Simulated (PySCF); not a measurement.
# CHFO (formyl fluoride) at CISD/STO-6G

Aim: the vertical singlet–triplet gap of CHFO (formyl fluoride) at CISD/STO-6G, from 2 runs. Input form: a Python script.

Program for the calculation: PySCF 2.14.0.

4 further runs of the same task are left out: 4 set aside as unsound or not needed.

### 1 Starting point

CHFO has 4 atoms, charge 0, and is taken as a singlet. As SMILES, `O=CF`. The coordinates come from a PBE0-D4/def2-TZVP relaxation.

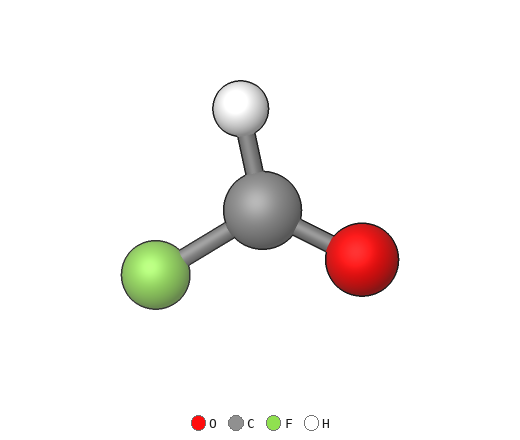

The structure, seen from a chosen angle (oxygen red, carbon grey, fluorine green, hydrogen white).

### 2 The energy at CISD/STO-6G

Input file job.py:

```python
from pyscf import gto, ci

molecule = gto.Mole()
molecule.atom = '''
O     -1.680609     0.380175     1.564202
C     -0.087683     0.127594     0.040856
F      1.105868    -2.063222    -0.343590
H      0.662425     1.555471    -1.261487
'''
molecule.unit = 'bohr'
molecule.verbose = 4
molecule.basis = 'sto-6g'
molecule.max_memory = 1860
molecule.build()

myscf = molecule.RHF()
myscf.conv_tol = 1e-10
myscf.kernel()
if not myscf.converged:
    myscf = myscf.newton().run(myscf.mo_coeff, myscf.mo_occ)

cisd = ci.CISD(myscf, frozen=3)
cisd.kernel()
e_tot = cisd.e_tot
print(f'total energy: {e_tot:.8f} hartree')
```

Run with:

```bash
$ OMP_NUM_THREADS=1 python job.py
```

Standard output:

```text
PySCF version 2.14.0

[INPUT] num. atoms = 4
[INPUT] num. electrons = 24
[INPUT] charge = 0
[INPUT] spin (= nelec alpha-beta = 2S) = 0
[INPUT] symmetry False subgroup None
[INPUT] Mole.unit = bohr
[INPUT] Symbol           X                Y                Z      unit          X                Y                Z       unit  Magmom
[INPUT]  1 O     -0.889339983267   0.201179946162   0.827740051675 AA   -1.680609000000   0.380175000000   1.564202000000 Bohr   0.0
[INPUT]  2 C     -0.046399845385   0.067519837050   0.021620064129 AA   -0.087683000000   0.127594000000   0.040856000000 Bohr   0.0
[INPUT]  3 F      0.585200143886  -1.091810063469  -0.181819997900 AA    1.105868000000  -2.063222000000  -0.343590000000 Bohr   0.0
[INPUT]  4 H      0.350540213944   0.823119805447  -0.667550172272 AA    0.662425000000   1.555471000000  -1.261487000000 Bohr   0.0

nuclear repulsion = 67.665501816448
number of shells = 10
number of NR pGTOs = 96
number of NR cGTOs = 16
basis = sto-6g
ecp = {}

******** <class 'pyscf.scf.hf.RHF'> ********
method = RHF
initial guess = minao
damping factor = 0
level_shift factor = 0
DIIS = <class 'pyscf.scf.diis.CDIIS'>
diis_start_cycle = 1
diis_space = 8
diis_damp = 0
SCF conv_tol = 1e-10
SCF conv_tol_grad = None
SCF max_cycles = 50
direct_scf = True
direct_scf_tol = 1e-13
Set gradient conv threshold to 1e-05
Initial guess from minao.
init E= -212.339707863058
  HOMO = -0.367152766687937  LUMO = 0.137169498052317  gap/eV = 13.72331
cycle= 1 E= -211.647524405114  delta_E= 0.692  |g|= 0.724  |ddm|= 2.63
  HOMO = -0.275356825448592  LUMO = 0.233486589158268  gap/eV = 13.84633
cycle= 2 E= -211.779884373536  delta_E= -0.132  |g|= 0.461  |ddm|= 1.31
  HOMO = -0.386917238839758  LUMO = 0.257505056546339  gap/eV = 17.53562
cycle= 3 E= -211.83231152413  delta_E= -0.0524  |g|= 0.0541  |ddm|= 0.51
  HOMO = -0.382834070633121  LUMO = 0.279549992132288  gap/eV = 18.02439
cycle= 4 E= -211.834408686084  delta_E= -0.0021  |g|= 0.0302  |ddm|= 0.11
  HOMO = -0.394460694815715  LUMO = 0.279287674895927  gap/eV = 18.33363
cycle= 5 E= -211.835118223289  delta_E= -0.00071  |g|= 0.00863  |ddm|= 0.0865
  HOMO = -0.39556822440812  LUMO = 0.27876397237119  gap/eV = 18.34951
cycle= 6 E= -211.835178068721  delta_E= -5.98e-05  |g|= 0.00116  |ddm|= 0.03
  HOMO = -0.396202783167705  LUMO = 0.279250596054172  gap/eV = 18.38002
cycle= 7 E= -211.835178831893  delta_E= -7.63e-07  |g|= 0.000241  |ddm|= 0.00335
  HOMO = -0.396153990794065  LUMO = 0.279175749669539  gap/eV = 18.37666
cycle= 8 E= -211.835178868958  delta_E= -3.71e-08  |g|= 3.11e-05  |ddm|= 0.000693
  HOMO = -0.396148860325061  LUMO = 0.279180556889049  gap/eV = 18.37665
cycle= 9 E= -211.835178869695  delta_E= -7.36e-10  |g|= 6.96e-06  |ddm|= 8.92e-05
  HOMO = -0.396150300894604  LUMO = 0.279179712930841  gap/eV = 18.37667
cycle= 10 E= -211.835178869733  delta_E= -3.84e-11  |g|= 1.15e-06  |ddm|= 2.04e-05
  HOMO = -0.396150528666681  LUMO = 0.279179653070047  gap/eV = 18.37667
Extra cycle  E= -211.835178869734  delta_E= -9.66e-13  |g|= 4.83e-07  |ddm|= 2.15e-06
converged SCF energy = -211.835178869734

******** <class 'pyscf.ci.cisd.RCISD'> ********
CISD nocc = 9, nmo = 13
frozen orbitals 3
max_cycle = 50
direct = 0
conv_tol = 1e-09
max_cycle = 50
max_space = 12
lindep = 0
nroots = 1
Init t2, MP2 energy = -0.132236787287489
RCISD converged
E(RCISD) = -211.9823335653204  E_corr = -0.1471546955865306
total energy: -211.98233357 hartree
```

It took 1.2 s on 1 thread of Intel Xeon Platinum 8259CL at 2.50GHz (Skylake/Cascade Lake), shared host; peak memory 0.12 GiB.

### 3 The triplet at the same level

Input file calc.py:

```python
from pyscf import gto, scf, ci

mol = gto.Mole()
mol.atom = '''
O       -0.889340       0.201180       0.827740
C       -0.046400       0.067520       0.021620
F        0.585200      -1.091810      -0.181820
H        0.350540       0.823120      -0.667550
'''
mol.charge = 0
mol.max_memory = 1860
mol.basis = 'sto-6g'
mol.spin = 2
mol.verbose = 4
mol.build()

hf = scf.UHF(mol)
hf.conv_tol = 1e-10
hf.kernel()
if not hf.converged:
    hf = hf.newton().run(hf.mo_coeff, hf.mo_occ)

cisd = ci.CISD(hf, frozen=3)
cisd.kernel()
e_tot = cisd.e_tot
print(f'total energy: {e_tot:.8f} hartree')
```

Run with:

```bash
$ OMP_NUM_THREADS=1 python calc.py
```

Standard output:

```text
PySCF version 2.14.0

[INPUT] num. atoms = 4
[INPUT] num. electrons = 24
[INPUT] charge = 0
[INPUT] spin (= nelec alpha-beta = 2S) = 2
[INPUT] symmetry False subgroup None
[INPUT] Mole.unit = angstrom
[INPUT] Symbol           X                Y                Z      unit          X                Y                Z       unit  Magmom
[INPUT]  1 O     -0.889340000000   0.201180000000   0.827740000000 AA   -1.680609031621   0.380175101740   1.564201902347 Bohr   0.0
[INPUT]  2 C     -0.046400000000   0.067520000000   0.021620000000 AA   -0.087683292180   0.127594307931   0.040855878813 Bohr   0.0
[INPUT]  3 F      0.585200000000  -1.091810000000  -0.181820000000 AA    1.105867728095  -2.063221880061  -0.343590003968 Bohr   0.0
[INPUT]  4 H      0.350540000000   0.823120000000  -0.667550000000 AA    0.662424595705   1.555471367652  -1.261486674453 Bohr   0.0

nuclear repulsion = 67.6655038131771
number of shells = 10
number of NR pGTOs = 96
number of NR cGTOs = 16
basis = sto-6g
ecp = {}

******** <class 'pyscf.scf.uhf.UHF'> ********
method = UHF
initial guess = minao
damping factor = 0
level_shift factor = 0
DIIS = <class 'pyscf.scf.diis.CDIIS'>
diis_start_cycle = 1
diis_space = 8
diis_damp = 0
SCF conv_tol = 1e-10
SCF conv_tol_grad = None
SCF max_cycles = 50
direct_scf = True
direct_scf_tol = 1e-13
number electrons alpha = 13  beta = 11
Set gradient conv threshold to 1e-05
init E= -212.339708123258
[... the frontier-level lines of each cycle are left out ...]


cycle= 1 E= -211.57344982762  delta_E= 0.766  |g|= 0.342  |ddm|=  2.1
cycle= 2 E= -211.681426919048  delta_E= -0.108  |g|= 0.136  |ddm|= 0.549
cycle= 3 E= -211.698212686022  delta_E= -0.0168  |g|= 0.0564  |ddm|= 0.182
cycle= 4 E= -211.705680288564  delta_E= -0.00747  |g|= 0.0241  |ddm|= 0.15
cycle= 5 E= -211.707403259906  delta_E= -0.00172  |g|= 0.0143  |ddm|= 0.0731
cycle= 6 E= -211.70828974163  delta_E= -0.000886  |g|= 0.0054  |ddm|= 0.0803
cycle= 7 E= -211.708407271522  delta_E= -0.000118  |g|= 0.0026  |ddm|= 0.0257
cycle= 8 E= -211.708433791809  delta_E= -2.65e-05  |g|= 0.00137  |ddm|= 0.0134
cycle= 9 E= -211.708440099998  delta_E= -6.31e-06  |g|= 0.000456  |ddm|= 0.00673
cycle= 10 E= -211.708440694914  delta_E= -5.95e-07  |g|= 0.000149  |ddm|= 0.0022
cycle= 11 E= -211.708440744079  delta_E= -4.92e-08  |g|= 5.66e-05  |ddm|= 0.000537
cycle= 12 E= -211.708440751763  delta_E= -7.68e-09  |g|= 1.63e-05  |ddm|= 0.000239
cycle= 13 E= -211.708440752268  delta_E= -5.05e-10  |g|= 4.26e-06  |ddm|= 5.93e-05
cycle= 14 E= -211.708440752298  delta_E= -3.06e-11  |g|= 6.07e-07  |ddm|= 1.53e-05
Extra cycle  E= -211.708440752299  delta_E= -5.68e-13  |g|= 2.74e-07  |ddm|= 9.88e-07
converged SCF energy = -211.708440752299  <S^2> = 2.004746  2S+1 = 3.0031623

******** <class 'pyscf.ci.ucisd.UCISD'> ********
CISD nocc = (np.int64(10), np.int64(8)), nmo = (13, 13)
frozen orbitals 3
max_cycle = 50
direct = 0
conv_tol = 1e-09
max_cycle = 50
max_space = 12
lindep = 0
nroots = 1
Init t2, MP2 energy = -0.0683342006695191
UCISD converged
E(UCISD) = -211.7997349471525  E_corr = -0.09129419485357756
total energy: -211.79973495 hartree
```

Run time: 1.1 s. Hardware: 1 thread of Intel Xeon Platinum 8259CL at 2.50GHz (Skylake/Cascade Lake), shared host; peak memory 0.1 GiB.

### 4 Results

Level: CISD/STO-6G, 3 core orbitals frozen.

```
                                                           quantity          value
                                              singlet: total energy  -211.98233 Eh
                      singlet: dipole moment (Hartree–Fock density)         1.51 D
                       singlet: HOMO energy (Hartree–Fock orbitals)      -10.78 eV
                       singlet: LUMO energy (Hartree–Fock orbitals)        7.60 eV
                     singlet: HOMO–LUMO gap (Hartree–Fock orbitals)       18.38 eV
               singlet: correlation energy (3 core orbitals frozen)     -147.2 mEh
                                              triplet: total energy  -211.79973 Eh
                      triplet: dipole moment (Hartree–Fock density)         0.93 D
triplet: HOMO energy (Hartree–Fock orbitals) (highest over α and β)       -5.95 eV
 triplet: LUMO energy (Hartree–Fock orbitals) (lowest over α and β)        5.20 eV
               triplet: correlation energy (3 core orbitals frozen)      -91.3 mEh
                         triplet: ⟨S²⟩ of the reference determinant          2.005
                   vertical energy of the triplet above the singlet       4.969 eV
```

What this shows: At this shape the triplet lies 4.97 eV (479 kJ/mol) above the singlet. In a minimal basis such a difference can be off by several eV, whatever the method. Mulliken charges (triplet) of the mean-field density run from -0.13 on F3 to +0.13 on C2.
